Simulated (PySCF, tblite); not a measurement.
# C4H8N4Si: geometry, infrared bands and NMR shifts

What infrared bands and NMR shifts should C4H8N4Si (`CN(C)[Si](N)(C#N)C#N`) show?

Computed with tblite 0.8.0 and PySCF 2.14.0, with density-fitted response routines of our own, on a single molecule in the gas phase. Atoms count from 0, in the outputs and in this text.

### 1 The starting structure

17 atoms, charge 0, multiplicity 1; geometry from: force field or distance geometry start.

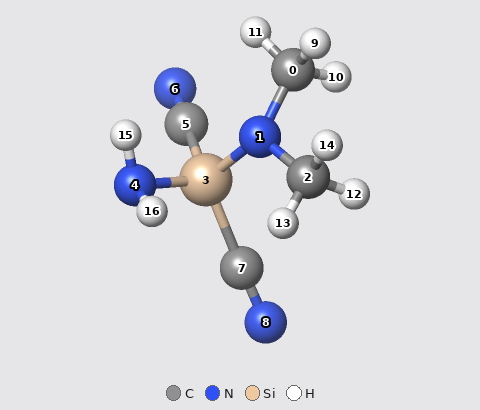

As it starts; carbon grey, nitrogen blue, silicon light orange, hydrogen white, atoms numbered; sticks join atoms by distance.

### 2 Geometry optimisation with GFN2-xTB

What the job is given:

```
{"job": {"kind": "relax", "xc": "GFN2-xTB", "basis": "xTB"}, "charge": 0, "multiplicity": 1}
C     -1.592200    -0.253100     0.837300
N     -0.507900     0.331400     0.035200
C     -1.029300     0.701100    -1.270400
Si     1.118600    -0.297000     0.181900
N      1.835800     1.213000     0.552100
C      1.297500    -1.543100     1.611800
N      1.376400    -2.288800     2.496700
C      1.746800    -1.052500    -1.429900
N      2.093600    -1.496800    -2.453000
H     -2.494700     0.389100     0.814800
H     -1.884100    -1.247400     0.471900
H     -1.332000    -0.335500     1.898700
H     -1.309300    -0.175700    -1.858900
H     -0.310800     1.298800    -1.847100
H     -1.933400     1.343400    -1.170100
H      1.311200     1.590500     1.345300
H      1.606900     1.834600    -0.226400
```

Started as:

```sh
> OMP_NUM_THREADS=1 python probes_run.py task.json out
```

The driver reads the jobs from task.json and runs them one after another.

Standard output:

```text
step      E/eV     max force
  0    -706.40556    2.863
  1    -706.24984    8.555
  2    -706.53978    0.667
  3    -706.56936    1.121
  4    -706.66544    1.331
  5    -706.72455    0.722
  6    -706.77477    0.636
  7    -706.81829    0.516
  8    -706.85908    0.483
  9    -706.90388    0.540
 10    -706.94472    0.457
 11    -706.97154    0.403
 12    -706.98955    0.302
 13    -707.00477    0.270
 14    -707.01580    0.243
 15    -707.02245    0.171
 16    -707.02659    0.152
 17    -707.03099    0.182
 18    -707.03741    0.279
 19    -707.04532    0.257
 20    -707.05233    0.221
 21    -707.05827    0.191
 22    -707.06449    0.241
 23    -707.07405    0.345
 24    -707.08285    0.302
 25    -707.08964    0.189
 26    -707.09411    0.153
 27    -707.09787    0.188
 28    -707.10116    0.184
 29    -707.10354    0.102
 30    -707.10491    0.087
 31    -707.10590    0.078
 32    -707.10690    0.083
 33    -707.10788    0.066
 34    -707.10878    0.080
 35    -707.10974    0.082
 36    -707.11096    0.100
 37    -707.11242    0.099
 38    -707.11366    0.063
 39    -707.11441    0.066
 40    -707.11503    0.068
 41    -707.11586    0.095
 42    -707.11679    0.088
 43    -707.11761    0.067
 44    -707.11824    0.064
 45    -707.11890    0.073
 46    -707.11969    0.077
 47    -707.12052    0.075
 48    -707.12123    0.068
 49    -707.12192    0.065
 50    -707.12278    0.086
 51    -707.12385    0.097
 52    -707.12477    0.067
 53    -707.12543    0.077
 54    -707.12596    0.076
 55    -707.12656    0.064
 56    -707.12704    0.060
 57    -707.12735    0.042
 58    -707.12757    0.048
 59    -707.12782    0.045
 60    -707.12814    0.050
 61    -707.12845    0.053
 62    -707.12870    0.041
 63    -707.12893    0.046
 64    -707.12924    0.062
 65    -707.12975    0.078
 66    -707.13047    0.076
 67    -707.13126    0.072
 68    -707.13214    0.069
 69    -707.13303    0.101
 70    -707.13389    0.075
 71    -707.13439    0.056
 72    -707.13483    0.036
 73    -707.13507    0.045
 74    -707.13527    0.050
 75    -707.13560    0.045
 76    -707.13595    0.057
 77    -707.13627    0.051
 78    -707.13648    0.038
 79    -707.13662    0.035
 80    -707.13674    0.037
 81    -707.13689    0.058
 82    -707.13703    0.051
 83    -707.13711    0.026
 84    -707.13716    0.017
 85    -707.13721    0.029
 86    -707.13728    0.029
 87    -707.13735    0.024
 88    -707.13742    0.021
 89    -707.13748    0.020
 90    -707.13755    0.025
 91    -707.13762    0.025
 92    -707.13772    0.028
 93    -707.13784    0.031
 94    -707.13800    0.049
 95    -707.13817    0.045
 96    -707.13830    0.037
 97    -707.13841    0.027
 98    -707.13853    0.036
 99    -707.13867    0.039
100    -707.13874    0.020
101    -707.13878    0.014
102    -707.13880    0.014
103    -707.13885    0.021
104    -707.13891    0.019
105    -707.13897    0.107
106    -707.13908    0.026
107    -707.13919    0.046
108    -707.13932    0.090
109    -707.13952    0.068
110    -707.14010    0.200
111    -707.14071    0.240
112    -707.14211    0.211
113    -707.14402    0.309
114    -707.14562    0.209
115    -707.14682    0.081
116    -707.12007    1.322
117    -707.14770    0.077
118    -707.14833    0.096
119    -707.15029    0.279
120    -707.15173    0.207
121    -707.15401    0.258
122    -707.15572    0.217
123    -707.15640    0.378
124    -707.15896    0.098
125    -707.15986    0.051
126    -707.16034    0.161
127    -707.16096    0.095
128    -707.16127    0.047
129    -707.16180    0.062
130    -707.16216    0.048
131    -707.16259    0.067
132    -707.16294    0.055
133    -707.16343    0.054
134    -707.16425    0.091
135    -707.16539    0.113
136    -707.16656    0.075
137    -707.16733    0.115
138    -707.16815    0.070
139    -707.16886    0.061
140    -707.16976    0.138
141    -707.17036    0.105
142    -707.17100    0.052
143    -707.17139    0.035
144    -707.17160    0.046
145    -707.17168    0.031
146    -707.17177    0.033
147    -707.17185    0.032
148    -707.17191    0.022
149    -707.17196    0.016
150    -707.17203    0.019
151    -707.17209    0.024
152    -707.17214    0.020
153    -707.17218    0.012
154    -707.17220    0.009
```

Wall time 2.1 s (1 thread of Arm Neoverse N1, shared host).

Relaxation path: (not every step is listed) (the energy doesn't fall at every step)

```
step  energy from step 0 (eV)  largest force (eV/Å)
   0                   0.0000                2.8634
   1                   0.1557                8.5552
   2                  -0.1342                0.6675
   3                  -0.1638                1.1212
   4                  -0.2599                1.3314
   5                  -0.3190                0.7217
   6                  -0.3692                0.6365
   7                  -0.4127                0.5156
   8                  -0.4535                0.4829
  22                  -0.6589                0.2415
  36                  -0.7054                0.1001
  50                  -0.7172                0.0857
  64                  -0.7237                0.0621
  78                  -0.7309                0.0378
  92                  -0.7322                0.0284
 106                  -0.7335                0.0261
 120                  -0.7462                0.2066
 134                  -0.7587                0.0906
 148                  -0.7663                0.0216
 149                  -0.7664                0.0164
 150                  -0.7665                0.0191
 151                  -0.7665                0.0239
 152                  -0.7666                0.0196
 153                  -0.7666                0.0124
 154                  -0.7666                0.0094
```

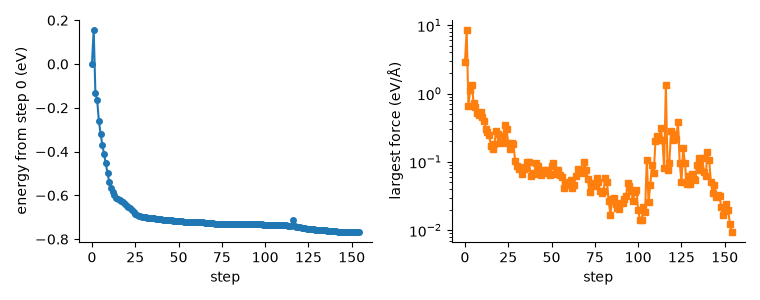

Energy and force, step by step.

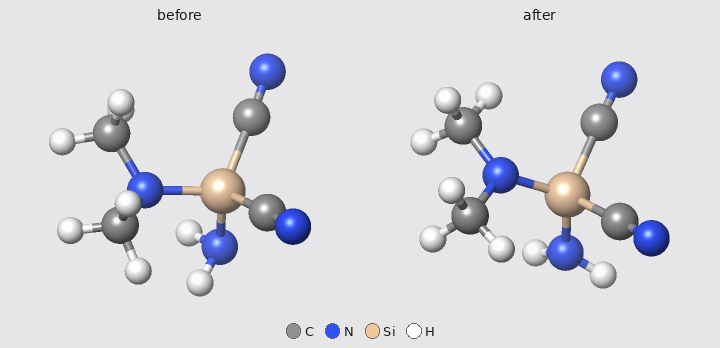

Before and after, at one scale.

Distances of close pairs at the start and the end, largest changes first:

```
  bond  before (Å)  after (Å)  change (Å)
N1–Si3       1.750      1.708      -0.042
Si3–C5       1.905      1.873      -0.032
 C0–N1       1.470      1.442      -0.028
 C7–N8       1.168      1.144      -0.024
Si3–C7       1.888      1.870      -0.018
C2–H14       1.114      1.096      -0.018
N4–H15       1.023      1.007      -0.016
N4–H16       1.022      1.007      -0.015
```

The next job starts from the end point, and lists it.

### 3 Infrared spectrum with GFN2-xTB

What the job is given:

```
{"job": {"kind": "ir", "xc": "GFN2-xTB", "basis": "xTB"}, "charge": 0, "multiplicity": 1}
C     -1.706175    -0.387595     0.833420
N     -0.693964    -0.102658    -0.153815
C     -1.227097     0.504790    -1.349056
Si     0.984810    -0.117230     0.159555
N      1.727194     1.403850     0.465287
C      1.220593    -1.386514     1.516454
N      1.400365    -2.123795     2.373546
C      1.861539    -0.768900    -1.357621
N      2.394400    -1.160026    -2.291430
H     -2.206778     0.529596     1.164317
H     -2.462517    -1.053423     0.407789
H     -1.261332    -0.874921     1.697673
H     -2.028142    -0.118855    -1.754260
H     -0.444801     0.599501    -2.097794
H     -1.636622     1.499771    -1.142782
H      1.349017     2.042817     1.146096
H      2.722510     1.525623     0.372710
```

Standard output:

```text
mode    cm-1     km/mol
  1      21.3      0.59
  2      75.6      8.53
  3      88.7      3.35
  4      97.0      4.22
  5     127.2     16.49
  6     146.2      4.09
  7     156.6      3.15
  8     186.6      1.37
  9     203.4     15.05
 10     267.3     17.31
 11     276.5      0.82
 12     321.4      2.37
 13     335.0      2.36
 14     336.3      9.90
 15     350.4      4.27
 16     393.2      8.67
 17     441.4    188.18
 18     551.5     20.41
 19     673.7     66.59
 20     710.1     63.54
 21     797.9    153.88
 22     912.3    163.59
 23    1050.0    139.78
 24    1061.9      1.14
 25    1090.1      0.60
 26    1123.7      1.56
 27    1208.2     42.85
 28    1325.4     98.71
 29    1422.0      0.26
 30    1431.7      0.01
 31    1475.9      0.22
 32    1483.8     10.04
 33    1496.1      8.34
 34    1498.0     67.53
 35    1508.3      4.82
 36    2363.3     27.06
 37    2371.8     17.10
 38    2909.7     59.53
 39    2915.4     63.58
 40    2953.7     39.88
 41    2962.3     71.98
 42    3036.0     25.92
 43    3037.2     23.28
 44    3470.5     10.93
 45    3508.4      0.15
```

Run time: 1.2 s. Hardware: 1 thread of Arm Neoverse N1, shared host.

The strongest bands and the atoms that carry them (share of the mass-weighted mode):

```
cm⁻¹  km/mol                                  atoms
 441   188.2            H16 42 %, H15 38 %, N4 18 %
 674    66.6                      Si3 45 %, N8 13 %
 798   153.9  H15 30 %, H16 25 %, Si3 22 %, N4 11 %
 912   163.6                      N4 45 %, Si3 39 %
1050   139.8   H11 21 %, H13 18 %, C2 15 %, N1 15 %
1325    98.7                       N1 51 %, C0 11 %
1498    67.5            H16 43 %, H15 43 %, N4 11 %
2962    72.0                               H12 82 %
```

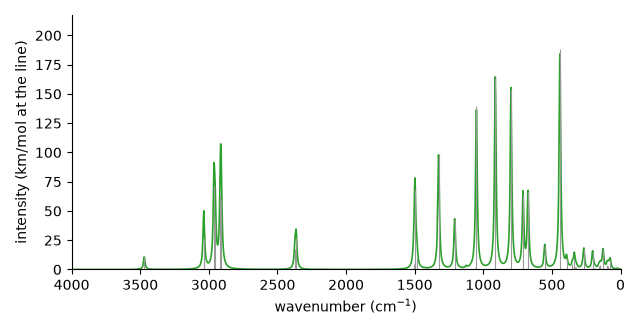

The infrared spectrum from these modes, unscaled. Lines are broadened to a width of 14 cm⁻¹ (Lorentzian).

### 4 Shielding tensors: PBE0/pcSseg-1

The job, as its differences from that of step 3:

```diff
@@ -1,2 +1,2 @@
-{"job": {"kind": "ir", "xc": "GFN2-xTB", "basis": "xTB"}, "charge": 0, "multiplicity": 1}
+{"job": {"kind": "nmr", "xc": "PBE0", "basis": "pcSseg-1"}, "charge": 0, "multiplicity": 1}
 C     -1.706175    -0.387595     0.833420
```

Level: GIAO PBE0/pcSseg-1 NMR shielding, non-relativistic, gas phase.

Standard output:

```text
coarse grid: 15176 points
cycle   1  E = -665.0175961442  dE =  1.051e+00  |g| = 6.431e-01  |ddm| = 3.841e+00
cycle   2  E = -664.7775630225  dE =  2.400e-01  |g| = 1.235e+00  |ddm| = 1.253e+00
cycle   3  E = -665.1029903928  dE = -3.254e-01  |g| = 2.428e-01  |ddm| = 8.158e-01
cycle   4  E = -665.1146379825  dE = -1.165e-02  |g| = 6.776e-02  |ddm| = 1.786e-01
cycle   5  E = -665.1155778692  dE = -9.399e-04  |g| = 1.712e-02  |ddm| = 6.100e-02
cycle   6  E = -665.1156424724  dE = -6.460e-05  |g| = 3.451e-03  |ddm| = 1.559e-02
cycle   7  E = -665.1156445301  dE = -2.058e-06  |g| = 1.403e-03  |ddm| = 3.291e-03
final grid: 143704 points
cycle   8  E = -665.1612197115  dE = -3.108e-05  |g| = 8.906e-03  |ddm| = 2.480e-02
cycle   9  E = -665.1612080858  dE =  1.163e-05  |g| = 1.168e-02  |ddm| = 1.484e-02
cycle  10  E = -665.1612356765  dE = -2.759e-05  |g| = 2.928e-03  |ddm| = 8.679e-03
cycle  11  E = -665.1612375049  dE = -1.828e-06  |g| = 6.266e-04  |ddm| = 1.805e-03
cycle  12  E = -665.1612375855  dE = -8.061e-08  |g| = 1.560e-04  |ddm| = 5.229e-04
cycle  13  E = -665.1612375897  dE = -4.147e-09  |g| = 6.895e-05  |ddm| = 1.279e-04
cycle  14  E = -665.1612375904  dE = -7.806e-10  |g| = 3.671e-05  |ddm| = 5.660e-05
cycle  15  E = -665.1612375907  dE = -2.835e-10  |g| = 5.948e-06  |ddm| = 2.285e-05
converged SCF energy = -665.1612375907

GIAO shielding tensors (ppm)
atom      isotropic    diamagn.    paramagn.     s11        s22        s33       span
  0 C      147.109     245.457     -98.348    124.291    131.848    185.187     60.896
  1 N      229.984     329.589     -99.605    203.798    222.564    263.589     59.791
  2 C      148.113     245.300     -97.187    123.715    136.232    184.392     60.678
  3 Si     424.138     880.468    -456.330    367.211    411.963    493.240    126.029
  4 N      231.182     318.554     -87.372    204.595    230.852    258.099     53.505
  5 C       62.843     264.556    -201.714    -52.219    -48.280    289.027    341.246
  6 N      -90.774     337.400    -428.174   -297.164   -262.951    287.792    584.956
  7 C       63.672     264.045    -200.374    -50.706    -46.505    288.225    338.931
  8 N      -86.974     337.722    -424.696   -296.614   -266.795    302.486    599.100
  9 H       29.137      29.917      -0.779     24.533     26.709     36.169     11.636
 10 H       29.086      29.664      -0.578     24.680     26.507     36.071     11.391
 11 H       28.226      31.135      -2.909     22.883     28.564     33.232     10.349
 12 H       29.138      29.638      -0.500     24.907     26.400     36.108     11.201
 13 H       28.406      30.664      -2.258     23.355     28.047     33.816     10.460
 14 H       29.070      29.753      -0.683     24.344     26.714     36.153     11.809
 15 H       30.536      31.296      -0.761     23.980     26.633     40.995     17.015
 16 H       30.345      28.646       1.699     23.688     25.953     41.395     17.707
```

Wall time 68 s (1 thread of Arm Neoverse N1, shared host); peak memory 0.88 GiB.

Shifts follow as δ = σ(reference) − σ, with reference shieldings (ppm) from runs at the same level and on the same kind of geometry: ¹H TMS 31.72, ¹³C TMS 186.9, ²⁹Si TMS 349.2, ¹⁵N NH3 267.7. The references are single molecules in the gas phase, so shifts against H2O, NH3, PH3, H3PO4 or CFCl3 are not on the usual liquid scales and can be off by tens of ppm. Atoms listed in one row are averaged.

```
                      atoms                              environment  σ (ppm)  δ (ppm)  δ scaled to CDCl3
                     C5, C7                           nitrile carbon     63.3    123.7              118.8
                     C0, C2                methyl carbon bonded to N    147.6     39.3               36.5
H9, H10, H11, H12, H13, H14  hydrogen on a methyl carbon bonded to N    28.84     2.87               2.81
                   H15, H16      hydrogen on a nitrogen bonded to Si    30.44     1.28                  –
                     N6, N8                         nitrile nitrogen    -88.9    356.6                  –
                         N1               nitrogen bonded to 2 C, Si    230.0     37.7                  –
                         N4               nitrogen bonded to Si, 2 H    231.2     36.5                  –
                        Si3               silicon bonded to 2 C, 2 N    424.1    -75.0                  –
```

The scaled column applies a straight-line fit of computed shieldings to shifts measured in CDCl3 (root-mean-square error 0.16 ppm for H, 1.9 ppm for C).

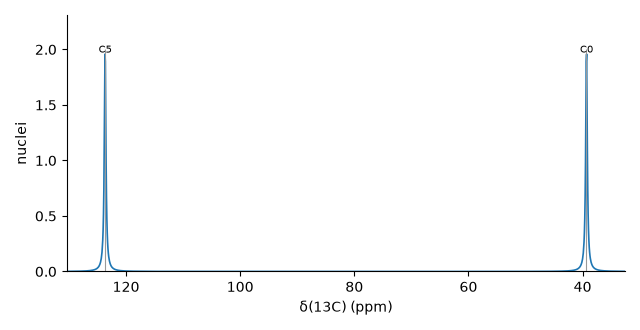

¹³C lines at the computed shifts, without couplings. Lines are broadened to a width of 0.34 ppm (Lorentzian).

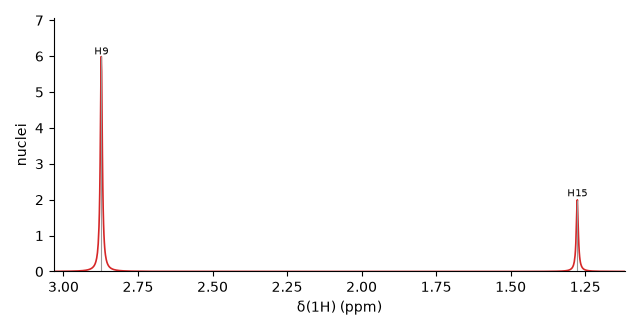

¹H lines at the computed shifts, without couplings. Lines are broadened to a width of 0.01 ppm (Lorentzian).

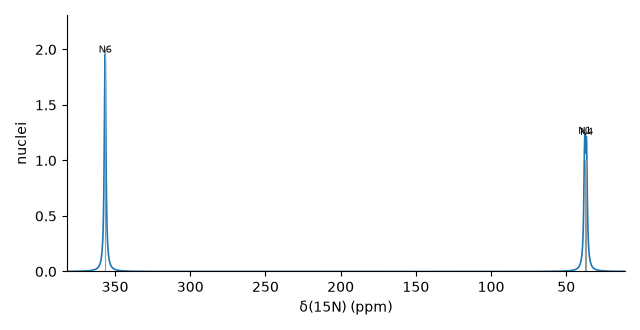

¹⁵N lines at the computed shifts, without couplings. Lines are broadened to a width of 1 ppm (Lorentzian).

The run also stored atomic charges by several schemes (e):

```
 atoms  Mulliken    IAO  Hirshfeld  ESP fit
C0, C2     -0.08  -0.30      -0.06    -0.48
    N1     -0.81  -0.50      -0.16    -0.19
   Si3      1.25   1.25       0.50     0.84
    N4     -0.61  -0.84      -0.30    -1.02
C5, C7     -0.22  -0.18      -0.03     0.08
N6, N8     -0.20  -0.18      -0.19    -0.35
```

Mulliken charges:

C0 -0.08; N1 -0.81; C2 -0.07; Si3 1.25; N4 -0.61; C5 -0.22; N6 -0.20; C7 -0.22; N8 -0.20; H9 0.11; H10 0.12; H11 0.14; H12 0.12; H13 0.13; H14 0.11; H15 0.21; H16 0.21

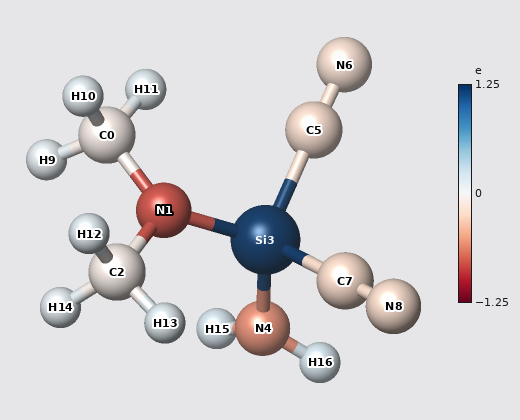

Mulliken charges, as colours on the atoms.

Mayer bond orders: C0–N1 0.95, N1–C2 0.94, N1–Si3 1.05, Si3–N4 1.12, Si3–C5 0.76, C5–N6 2.90, Si3–C7 0.78, C7–N8 2.92.

### 5 Summary of results

```
                                                               quantity                  value
                              strongest single infrared mode (GFN2-xTB)   441 cm⁻¹, 188 km/mol
                                           zero-point energy (GFN2-xTB)          77.4 kcal/mol
¹³C shifts against TMS (PBE0/pcSseg-1, means over atoms taken as alike)        123.7, 39.3 ppm
 ¹H shifts against TMS (PBE0/pcSseg-1, means over atoms taken as alike)         2.87, 1.28 ppm
¹⁵N shifts against NH3 (PBE0/pcSseg-1, means over atoms taken as alike)  356.6, 37.7, 36.5 ppm
                                ²⁹Si shifts against TMS (PBE0/pcSseg-1)              -75.0 ppm
```

**Reading.** Over 154 steps the energy fell by 0.767 eV; of the close pairs, N1–Si3 changed most, 1.750 to 1.708 Å. No mode is imaginary among the 45: a minimum at this level. The strongest single mode, at 441 cm⁻¹, moves mainly H16 and H15. Unscaled tight-binding wavenumbers are off by several per cent, some by more. Its intensities can rank the bands wrongly. C5, C7 (mean) (nitrile carbon) lies farthest downfield among carbon, at 123.7 ppm; this is the usual window of a C≡N carbon, which has no attached hydrogen. H9, H10, H11, H12, H13, H14 (mean) (hydrogen on a methyl carbon bonded to N) lies farthest downfield among hydrogen, at 2.87 ppm; its carbon carries N, an electronegative neighbour. At PBE0/pcSseg-1: Shielding is most anisotropic at N6, N8 (span 592 ppm, paramagnetic term -426 ppm).
